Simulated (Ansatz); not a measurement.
BFH₃InSi

```xyz
7

B    -0.3100    0.3169   -0.8427
F    -2.9230   -1.0760   -1.5656
In   -3.0371    2.2093   -3.3436
Si   -2.1298    0.3570   -1.3982
H     0.1508    1.4422   -0.8423
H     0.2870   -0.6227   -0.3762
H    -0.5751    0.0996   -2.1599
```

Geometry: PBE0-D3(BJ)/def2-SVP; core potentials replace the inner electrons of In.

Theory: isolated molecule in a Gaussian basis; Kohn-Sham density functional theory, functional PBE0 in Ansatz.

Question: What can the converged electron density and electron localisation function tell about the bonding?

Answer: Si–F (1.65 Å): the density is about 1 e/Å³ at the midpoint; the ELF peaks at about 0.85 in the valence shell of F, 0.6 Å from its nucleus, and is about 0.50 at the midpoint.
Si–B (1.90 Å): ρ is about 0.81 e/Å³ halfway; the ELF peaks at about 0.90 between the atoms: localised, covalent bonding.
B–H (1.21 Å): ρ is about 1.2 e/Å³ halfway; the ELF climbs to about 1 towards the hydrogen, as it does in any bond to H (an ordinary covalent bond to hydrogen).

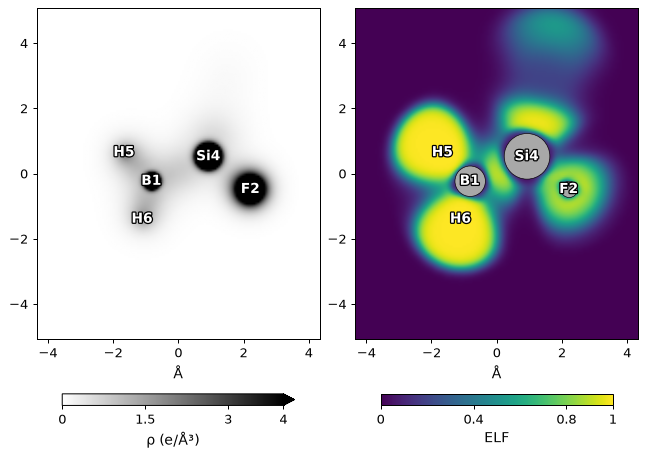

Computed electron density and electron localisation function on the plane of atoms Si4, B1 and H5, in this order. Grey discs cover the atomic cores in the ELF map. 
